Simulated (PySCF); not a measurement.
Molecule: C₃H₆BF₂N, SMILES [H]/N=C\CCB(F)F.

```xyz
13

N     -2.7461     0.5267     0.2067
C     -1.7284     0.0220    -0.3522
C     -0.2990     0.4716    -0.2625
C      0.6474    -0.6530     0.1503
B      2.1563    -0.2627     0.2167
F      2.5899     0.9355    -0.1317
F      3.0691    -1.1226     0.6276
H     -2.4685     1.3385     0.7732
H     -1.8955    -0.8677    -0.9893
H     -0.2250     1.3210     0.4373
H      0.0057     0.8595    -1.2512
H      0.3645    -1.0688     1.1344
H      0.5647    -1.5130    -0.5404
```

Vertical TDDFT excitations, ωB97X-D/def2-SVPD (IEF-PCM cyclohexane) with PySCF 2.14.0, at a PBE0-D3(BJ)/def2-SVP geometry (no frequency check).

### Where does it absorb, and how strongly?

The lowest singlet lies at 5.45 eV (227 nm, f = 0.003); the brightest of the first 6 is S4 at 8.21 eV (151 nm), f = 0.379, mainly HOMO−1 → LUMO (75 %). No singlet lies below 3.1 eV (beyond 400 nm), so at this level no vertical transition falls in the visible.


```tsv
state	E (eV)	λ (nm)	f	main character
S1	5.45	227	0.003	HOMO → LUMO (81 %)
S2	7.78	159	0.037	HOMO → LUMO+3 (48 %)
S3	8.14	152	0.045	HOMO → LUMO+2 (51 %)
S4	8.21	151	0.379	HOMO−1 → LUMO (75 %)
S5	8.37	148	0.077	HOMO → LUMO+4 (41 %)
S6	8.61	144	0.036	HOMO−2 → LUMO (41 %)
```

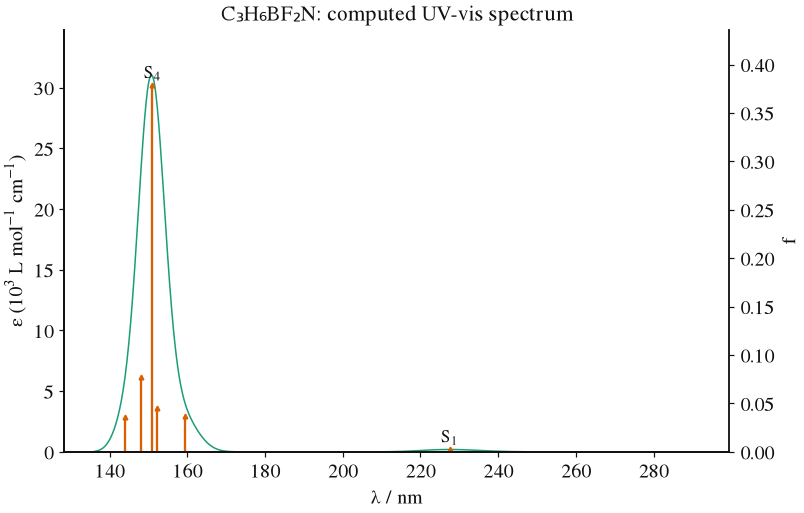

The lowest 6 singlet states are shown; each is broadened by a Gaussian of 1/e half-width 0.25 eV. Sticks give oscillator strengths (right axis).

Note: one conformer of a flexible molecule; core orbitals are frozen in the response.
